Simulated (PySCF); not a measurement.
# C2H11BN2: geometry, spin-spin couplings

Wanted: the spin-spin couplings of C2H11BN2 (`CC[B@H-](N)[NH3+]`), by calculation.

Programs: PySCF 2.14.0, with density-fitted response routines of our own. Each step states its level of theory. These are calculated values for one molecule in the gas phase, unless marked as measured. Atoms are numbered from 0 throughout.

### 1 The molecule as given

16 atoms, charge 0, multiplicity 1; geometry from: GFN2-xTB. The atoms were then displaced at random by about 0.01 Å, so the start is not that level's minimum.

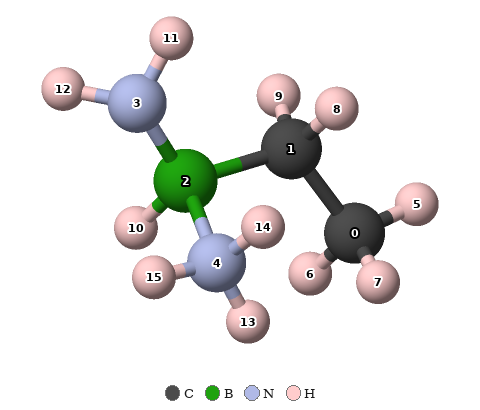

As it starts; carbon dark grey, boron green, nitrogen light blue, hydrogen pink, atoms numbered.

### 2 Geometry optimisation at PBE0-D3(BJ)/def2-SVP

What the job is given:

```
{"job": {"xc": "PBE0", "basis": "def2-SVP", "d3": "d3bj", "grid": 1, "shake": 0.01, "kind": "geom"}, "charge": 0, "multiplicity": 1}
C      1.978930    -0.120330    -0.177200
C      0.749920     0.543890     0.508870
B     -0.677770     0.417360    -0.292230
N     -1.820510     0.848180     0.481420
N     -0.919670    -1.297680    -0.424460
H      2.883250     0.141900     0.338100
H      2.055650     0.267700    -1.202540
H      1.882480    -1.175370    -0.219970
H      0.675890     0.140360     1.541870
H      0.976550     1.608170     0.651460
H     -0.651580     0.765660    -1.413970
H     -1.693990     1.131020     1.446380
H     -2.501470     1.517130     0.036640
H     -0.214700    -1.713540    -0.978460
H     -0.906580    -1.674100     0.527670
H     -1.835450    -1.402720    -0.812820
```

Started as:

```sh
> OMP_NUM_THREADS=1 python probes_run.py task.json out
```

This one command runs all jobs of the session in turn.

Standard output:

```text
step   0  E = -216.81053545  max force = 0.047583
step   1  E = -216.81635032  max force = 0.018764
step   2  E = -216.81903884  max force = 0.007637
step   3  E = -216.81955489  max force = 0.004330
step   4  E = -216.81974984  max force = 0.002833
step   5  E = -216.81985092  max force = 0.002804
step   6  E = -216.81993172  max force = 0.001826
step   7  E = -216.81997874  max force = 0.001777
step   8  E = -216.82001922  max force = 0.001112
step   9  E = -216.82004283  max force = 0.000655
step  10  E = -216.82004955  max force = 0.000366
optimisation converged
```

It took 70 s on 1 thread of Arm Neoverse V1, shared host; peak memory 0.5 GiB.

Along the way:

```csv
step,energy from step 0 (eV),largest force component (eV/Å)
0,0.0000,2.4468
1,-0.1582,0.9649
2,-0.2314,0.3927
3,-0.2454,0.2227
4,-0.2507,0.1457
5,-0.2535,0.1442
6,-0.2557,0.0939
7,-0.2570,0.0914
8,-0.2581,0.0572
9,-0.2587,0.0337
10,-0.2589,0.0188
```

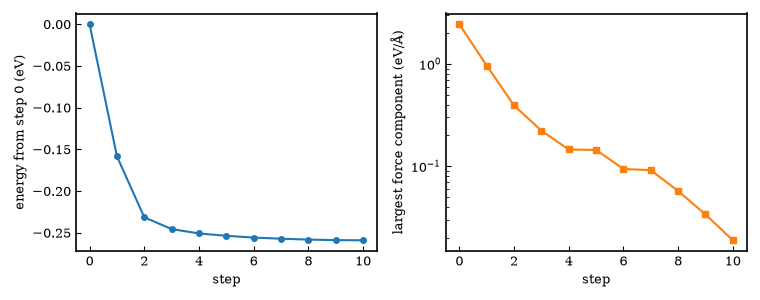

Energy and largest force along the relaxation.

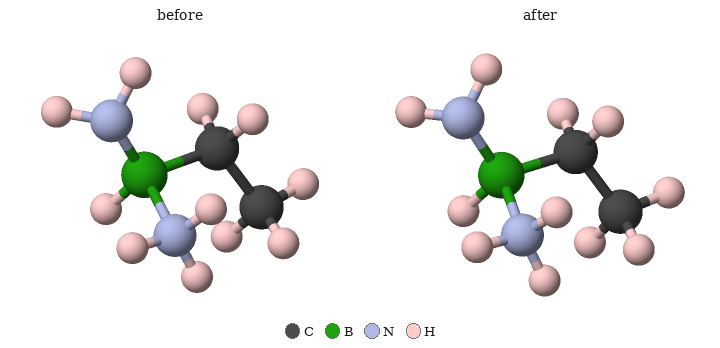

The geometry before (left) and after (right).

Close pairs (by a distance rule), those that changed most:

```csv
bond,before (Å),after (Å),change (Å)
B2–H10,1.175,1.238,+0.063
B2–N3,1.446,1.496,+0.050
C0–H7,1.060,1.106,+0.046
B2–N4,1.737,1.696,-0.041
N3–H12,1.053,1.014,-0.040
N4–H13,0.988,1.020,+0.032
C0–C1,1.556,1.525,-0.031
C0–H5,1.073,1.103,+0.029
```

The final coordinates are the input of the step that follows.

```csv
at the end point,value
point group (found at 0.08 Å tolerance),C1
"rotational constants (GHz, main isotopes)","6.748, 3.171, 2.389"
dipole moment (D),3.54
```

### 3 J couplings: B3LYP/6-31G*

What the job is given:

```
{"job": {"kind": "j", "xc": "B3LYP", "basis": "6-31G*"}, "charge": 0, "multiplicity": 1}
C      1.944519    -0.272048    -0.111006
C      0.782386     0.468670     0.542113
B     -0.621960     0.449408    -0.258091
N     -1.794418     1.009022     0.482747
N     -1.008947    -1.189180    -0.462272
H      2.892759    -0.168614     0.442322
H      2.121763     0.095707    -1.135347
H      1.759082    -1.359523    -0.191634
H      0.639134     0.091420     1.576554
H      1.061837     1.530558     0.666553
H     -0.523189     0.825858    -1.433001
H     -1.575665     1.403002     1.392449
H     -2.348755     1.688585    -0.025341
H     -0.345258    -1.701932    -1.043508
H     -1.067071    -1.638344     0.453263
H     -1.935303    -1.239914    -0.884585
```

With the program's defaults for keys left out, this is: B3LYP/6-31G* indirect spin-spin coupling, non-relativistic, gas phase.

Standard output:

```text
coarse grid: 12208 points
cycle   1  E = -217.1453648783  dE =  2.206e-01  |g| = 6.727e-01  |ddm| = 3.204e+00
cycle   2  E = -217.0743942671  dE =  7.097e-02  |g| = 8.714e-01  |ddm| = 1.904e+00
cycle   3  E = -217.2654677421  dE = -1.911e-01  |g| = 7.015e-02  |ddm| = 1.148e+00
cycle   4  E = -217.2663540586  dE = -8.863e-04  |g| = 3.462e-02  |ddm| = 9.683e-02
cycle   5  E = -217.2666339818  dE = -2.799e-04  |g| = 6.929e-03  |ddm| = 3.857e-02
cycle   6  E = -217.2666457281  dE = -1.175e-05  |g| = 1.666e-03  |ddm| = 7.956e-03
cycle   7  E = -217.2666463943  dE = -6.662e-07  |g| = 3.364e-04  |ddm| = 1.682e-03
final grid: 114704 points
cycle   8  E = -217.2239652303  dE = -3.220e-05  |g| = 7.281e-03  |ddm| = 1.936e-02
cycle   9  E = -217.2239567351  dE =  8.495e-06  |g| = 9.611e-03  |ddm| = 1.557e-02
cycle  10  E = -217.2239780403  dE = -2.131e-05  |g| = 3.961e-04  |ddm| = 8.409e-03
cycle  11  E = -217.2239780699  dE = -2.951e-08  |g| = 2.092e-04  |ddm| = 5.953e-04
cycle  12  E = -217.2239780799  dE = -1.004e-08  |g| = 3.764e-05  |ddm| = 2.058e-04
cycle  13  E = -217.2239780802  dE = -3.284e-10  |g| = 1.190e-05  |ddm| = 5.357e-05
converged SCF energy = -217.2239780802

Indirect spin-spin couplings (Hz)
  i      j    bonds     total        FC       PSO       DSO        SD
  0 C    1 C    1     46.152    46.162    -0.174     0.164         -
  0 C    2 B    2     -2.381    -2.316    -0.052     0.015    -0.028
  0 C    3 N    3     -1.160    -1.161    -0.014     0.023    -0.008
  0 C    4 N    3      0.468     0.454     0.012    -0.006     0.008
  0 C    5 H    1    139.849   138.181     1.050     0.619         -
  0 C    6 H    1    140.373   138.742     0.985     0.646         -
  0 C    7 H    1    131.246   129.334     1.218     0.693         -
  0 C    8 H    2     -2.849    -2.830     0.163    -0.181         -
  0 C    9 H    2     -3.887    -3.900     0.201    -0.189         -
  0 C   10 H    3      2.702     2.671     0.009     0.021         -
  0 C   11 H    4     -0.215    -0.152     0.153    -0.216         -
  0 C   13 H    4      0.169     0.064    -0.142     0.247         -
  0 C   15 H    4      0.238     0.350     0.242    -0.354         -
  1 C    2 B    1     76.891    76.748    -0.616     0.262     0.496
  1 C    3 N    2     -0.198    -0.317     0.097    -0.004     0.026
  1 C    4 N    2     -2.796    -2.869     0.059    -0.013     0.027
  1 C    5 H    2     -3.602    -3.532     0.173    -0.243         -
  1 C    6 H    2     -1.891    -1.928     0.216    -0.180         -
  1 C    7 H    2     -1.668    -1.702     0.215    -0.182         -
  1 C    8 H    1    130.113   127.864     1.361     0.888         -
  1 C    9 H    1    135.920   133.896     1.173     0.851         -
  1 C   10 H    2      0.969     0.972    -0.025     0.021         -
  1 C   11 H    3      4.982     4.888    -0.073     0.167         -
  1 C   12 H    3      3.559     3.735     0.197    -0.373         -
  1 C   13 H    3     -0.028    -0.021     0.004    -0.011         -
  1 C   14 H    3      1.202     1.119    -0.010     0.093         -
  1 C   15 H    3      4.254     4.410     0.273    -0.429         -
  2 B    3 N    1    -30.445   -31.047     0.818    -0.092    -0.124
  2 B    4 N    1     -3.746    -3.378     0.016    -0.095    -0.289
  2 B    5 H    3      8.608     8.762     0.272    -0.442     0.016
  2 B    6 H    3      2.468     2.479    -0.118     0.114    -0.008
  2 B    7 H    3      1.614     1.659    -0.048     0.012    -0.010
  2 B    8 H    2     -3.821    -3.818    -0.048    -0.035     0.080
  2 B    9 H    2     -3.437    -3.509    -0.048     0.034     0.087
  2 B   10 H    1    119.856   119.501    -0.901     1.205     0.051
  2 B   11 H    2      1.156     1.637    -0.030    -0.498     0.048
  2 B   12 H    2      0.345     0.876    -0.053    -0.533     0.055
  2 B   13 H    2     -0.414    -0.331     0.133    -0.259     0.043
  2 B   14 H    2     -1.502    -1.527     0.136    -0.172     0.060
  2 B   15 H    2     -1.504    -1.494     0.094    -0.161     0.057
  3 N    4 N    2      6.770     6.835    -0.057     0.004    -0.012
  3 N    8 H    3     -1.378    -1.369    -0.009    -0.018     0.019
  3 N    9 H    3     -0.039    -0.081     0.022     0.014     0.007
  3 N   10 H    2     -0.158    -0.265     0.063     0.044     0.001
  3 N   11 H    1    -68.847   -65.280    -3.027    -0.306    -0.234
  3 N   12 H    1    -68.346   -64.800    -3.008    -0.293    -0.244
  3 N   13 H    3     -5.003    -5.137    -0.062     0.200    -0.004
  3 N   14 H    3     -0.026    -0.034     0.030    -0.006    -0.016
  3 N   15 H    3     -0.249    -0.248     0.045    -0.036    -0.009
  4 N    5 H    4      0.471     0.426    -0.069     0.105     0.009
  4 N    7 H    4     -0.218    -0.189     0.039    -0.100     0.031
  4 N    8 H    3     -1.070    -1.053    -0.010    -0.012     0.006
  4 N    9 H    3     -3.440    -3.483    -0.089     0.141    -0.009
  4 N   10 H    2     -8.024    -7.999     0.022    -0.031    -0.016
  4 N   11 H    3     -0.591    -0.643    -0.093     0.142     0.004
  4 N   12 H    3     -0.824    -0.867    -0.092     0.134     0.000
  4 N   13 H    1    -66.277   -64.011    -1.947    -0.267    -0.053
  4 N   14 H    1    -68.060   -65.824    -1.921    -0.274    -0.041
  4 N   15 H    1    -70.729   -68.529    -1.879    -0.260    -0.061
  5 H    6 H    2    -15.062   -14.001     1.354    -2.416         -
  5 H    7 H    2    -15.333   -14.378     1.251    -2.206         -
  5 H    8 H    3      2.924     3.294     0.128    -0.498         -
  5 H    9 H    3      4.369     4.713     0.115    -0.458         -
  5 H   10 H    4     -0.602    -0.119     0.732    -1.216         -
  5 H   12 H    5     -0.307     0.145     0.748    -1.200         -
  5 H   13 H    5     -0.473    -0.142     0.475    -0.805         -
  5 H   14 H    5     -0.294     0.055     0.480    -0.829         -
  5 H   15 H    5     -0.783    -0.185     0.984    -1.581         -
  6 H    7 H    2    -15.082   -14.130     1.230    -2.182         -
  6 H    8 H    3     14.151    15.265     1.580    -2.695         -
  6 H    9 H    3      2.604     2.965     0.200    -0.561         -
  6 H   10 H    4      0.343    -0.022    -0.710     1.075         -
  6 H   11 H    5     -0.403    -0.023     0.600    -0.980         -
  6 H   12 H    5     -0.350    -0.027     0.486    -0.809         -
  6 H   13 H    5      0.267     0.040    -0.533     0.760         -
  6 H   14 H    5     -0.379     0.087     0.650    -1.116         -
  6 H   15 H    5     -0.422     0.011     0.672    -1.105         -
  7 H    8 H    3      3.316     3.635     0.121    -0.440         -
  7 H    9 H    3     14.994    16.102     1.579    -2.687         -
  7 H   10 H    4     -0.360    -0.138     0.194    -0.415         -
  7 H   11 H    5     -0.334     0.014     0.546    -0.893         -
  7 H   12 H    5     -0.410     0.062     0.756    -1.228         -
  7 H   13 H    5      0.677    -0.366    -1.662     2.705         -
  7 H   14 H    5      0.253     0.024    -0.543     0.772         -
  7 H   15 H    5     -0.347     0.114     0.825    -1.286         -
  8 H    9 H    2    -16.409   -15.830     1.078    -1.658         -
  8 H   10 H    3      5.968     6.800     1.097    -1.928         -
  8 H   11 H    4      0.297    -0.134    -0.959     1.390         -
  8 H   12 H    4     -0.454     0.242     1.074    -1.770         -
  8 H   13 H    4     -0.460    -0.071     0.415    -0.804         -
  8 H   14 H    4      0.475     0.007    -0.922     1.390         -
  8 H   15 H    4     -0.846    -0.239     0.989    -1.596         -
  9 H   10 H    3      1.953     2.110     0.032    -0.190         -
  9 H   12 H    4     -0.735    -0.314     0.407    -0.828         -
  9 H   13 H    4     -0.833    -0.242     0.915    -1.507         -
  9 H   14 H    4     -0.743    -0.215     0.886    -1.415         -
  9 H   15 H    4      0.495     1.149     1.126    -1.780         -
 10 H   11 H    3      4.092     5.144     1.231    -2.283         -
 10 H   12 H    3      6.396     6.578    -0.319     0.138         -
 10 H   13 H    3      0.565     0.687    -0.081    -0.041         -
 10 H   14 H    3      8.566     9.529     1.487    -2.451         -
 10 H   15 H    3      0.827     0.991     0.011    -0.175         -
 11 H   12 H    2     -8.883    -8.142     3.618    -4.360         -
 11 H   13 H    4     -0.300     0.532     1.305    -2.136         -
 11 H   14 H    4     -0.418    -0.148     0.228    -0.499         -
 11 H   15 H    4     -0.797    -0.067     1.117    -1.847         -
 12 H   13 H    4     -0.364     0.415     1.194    -1.974         -
 12 H   14 H    4     -0.833    -0.080     1.154    -1.908         -
 12 H   15 H    4     -0.278    -0.072     0.105    -0.311         -
 13 H   14 H    2    -11.684   -10.205     2.868    -4.347         -
 13 H   15 H    2    -11.616   -10.103     2.976    -4.489         -
 14 H   15 H    2    -13.523   -12.123     2.769    -4.169         -
```

Wall time 14 s (1 thread of Arm Neoverse V1, shared host); peak memory 0.56 GiB.

The basis is not made for couplings: without tight functions at the nuclei these values are rough.

A choice of the couplings up to four bonds, sorted by the number of bonds, with means over like pairs; isotopes 11B, 13C, 1H, 15N:

```csv
pair,bonds,J (Hz),Fermi contact (Hz),dihedral (°)
C0–H5,1,137.2,135.4,–
C1–H9,1,135.9,133.9,–
C1–H8,1,130.1,127.9,–
B2–H10,1,119.9,119.5,–
C1–B2,1,76.9,76.7,–
N3–H11,1,-68.6,-65.0,–
N4–H13,1,-68.4,-66.1,–
C0–C1,1,46.2,46.2,–
B2–N3,1,-30.4,-31.0,–
H8–H9,2,-16.4,-15.8,–
H5–H6,2,-15.2,-14.2,–
H13–H14,2,-12.3,-10.8,–
H11–H12,2,-8.9,-8.1,–
N4–H10,2,-8.0,-8.0,–
N3–N4,2,6.8,6.8,–
C0–H9,2,-3.9,-3.9,–
B2–H8,2,-3.8,-3.8,–
B2–H9,2,-3.4,-3.5,–
H5–H9,3,7.3,7.9,–
H5–H8,3,6.8,7.4,–
H8–H10,3,6.0,6.8,-178
H10–H11,3,5.2,5.9,–
C1–H11,3,4.3,4.3,–
B2–H5,3,4.2,4.3,–
N4–H9,3,-3.4,-3.5,179
H10–H13,3,3.3,3.7,–
C0–H10,3,2.7,2.7,-53
```

Means hide unlike values in this fixed geometry: H5–H9 from 2.6 to 15.0 Hz; H5–H8 from 2.9 to 14.2 Hz; B2–H5 from 1.6 to 8.6 Hz. They hold only if the pairs exchange fast.

The spin-dipole term was solved for some atoms only; pairs without it lack that part.

Quadrupole couplings from the field gradients of the same density:

```csv
atom,isotope,eQq/h (MHz),η
N3,14N,-4.348,0.37
N4,14N,-2.575,0.03
B2,11B,2.305,0.24
```

### 4 What came out

| quantity | value |
| --- | --- |
| point group | C1 |
| rotational constants (main isotopes) | 6.75, 3.17, 2.39 GHz |
| largest coupling of the table (B3LYP/6-31G*) | ¹J(C,H) C0–H5, 137.2 Hz (mean over like pairs) |

The start of the PBE0/def2-SVP relaxation was shaken at random by about 0.01 Å, so part of the energy gained, and of the first lengths quoted, undoes that. Over 10 steps the energy fell by 0.259 eV; of the close pairs, B2–H10 changed most, 1.175 to 1.238 Å. In the run at B3LYP/6-31G*, the largest coupling of the table is C0–H5 (mean over like pairs), 137.2 Hz, of which the Fermi-contact term gives 135.4 Hz. Couplings across rotatable bonds belong to this one conformer; where others are populated, the observed values are averages. Couplings from bases without tight functions are rough.
